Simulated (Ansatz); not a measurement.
# CH2AlClOS: the cost of one run

All numbers are computed with Ansatz 0.2.0, driven from Python. The levels of theory stand in the script.

## 1. The system

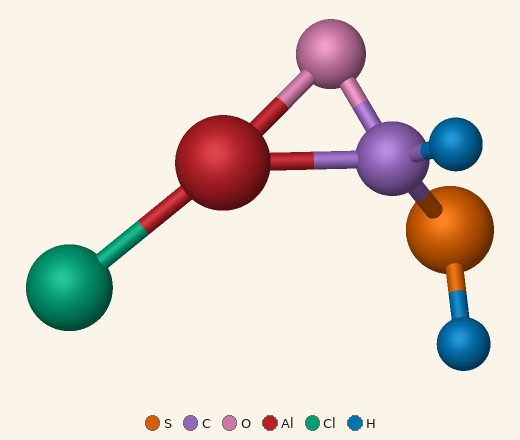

The structure that the script starts from, seen from a chosen angle (sulfur orange, carbon purple, oxygen pink, aluminium red, chlorine teal, hydrogen blue).

No structure file is read: the coordinates are typed or built in the script.

## 2. The code

ch2alclos_methods.py reads:

```python
# -*- coding: utf-8 -*-
"""One geometry of CH2AlClOS, method by method."""

from pathlib import Path
import argparse

import ansatz
from ase import Atoms
import numpy as np

parser = argparse.ArgumentParser(description="One geometry of CH2AlClOS, method by method.")
parser.add_argument("--basis", required=True, help="Gaussian basis set")
args = parser.parse_args()


def main():
    atoms = Atoms(["S", "C", "O", "Al", "Cl", "H", "H"], positions=[
        (-0.9609, -0.6151, 1.3531),
        (0.5385, -0.3128, 0.4378),
        (0.7509, -1.3641, -0.4711),
        (0.3902, 0.1758, -1.4112),
        (-1.067, 1.2907, -2.7226),
        (-1.0639, 0.7928, 1.7438),
        (1.4735, -0.0353, 1.0244),
    ])
    geometry = ansatz.Crystal.molecule_from_ase(atoms)

    calculation = geometry.calculation().basis(gaussian=args.basis)

    print("functional    E (Ha)        dipole (D)   HOMO (eV)  LUMO (eV)")
    for name in ["hse06", "hf", "revpbe", "lda"]:
        r = calculation.functional(name).forces().orbitals().run(threads=1, backend="cpu", runs_dir="runs").report
        lines = Path(r["orbitals_path"]).read_text().splitlines()
        field_of = lambda key: [line.split("=")[1].strip() for line in lines if line.startswith(key)]
        orbitals = [(27.211386 * float(e), s, float(n)) for e, s, n in zip(field_of("Ene="), field_of("Spin="), field_of("Occup="))]
        homo = max(e for e, _, n in orbitals if n > 0.5)
        lumo = min(e for e, _, n in orbitals if n < 0.5)
        dipole = 4.803205 * np.linalg.norm(r["charge_distribution"]["dipole_moment_e_ang"])
        print(f"{name:10s} {r['free_energy_ev'] / 27.211386246:14.6f} {dipole:9.3f} {homo:11.3f} {lumo:10.3f}")


if __name__ == "__main__":
    main()
```

## 3. The calls as engine input

The engine receives this input (first run):

```yaml
crystal:
  periodic: [false, false, false]
  atoms:
    - { symbol: S, position_ang: [-0.9609, -0.6151, 1.3531] }
    - { symbol: C, position_ang: [0.5385, -0.3128, 0.4378] }
    - { symbol: O, position_ang: [0.7509, -1.3641, -0.4711] }
    - { symbol: Al, position_ang: [0.3902, 0.1758, -1.4112] }
    - { symbol: Cl, position_ang: [-1.067, 1.2907, -2.7226] }
    - { symbol: H, position_ang: [-1.0639, 0.7928, 1.7438] }
    - { symbol: H, position_ang: [1.4735, -0.0353, 1.0244] }
basis:
  gaussian:
    orbitals: cc-pVDZ
hamiltonian:
  xc: hse06
output:
  orbitals: {}
  forces: true
```

## 4. Running it

Launch:

```sh
> python ch2alclos_methods.py --basis cc-pVDZ
```

What time and memory should one allow on 1 thread of Arm Neoverse V2, shared host?

About 14 s, with a peak of 0.27 GiB.
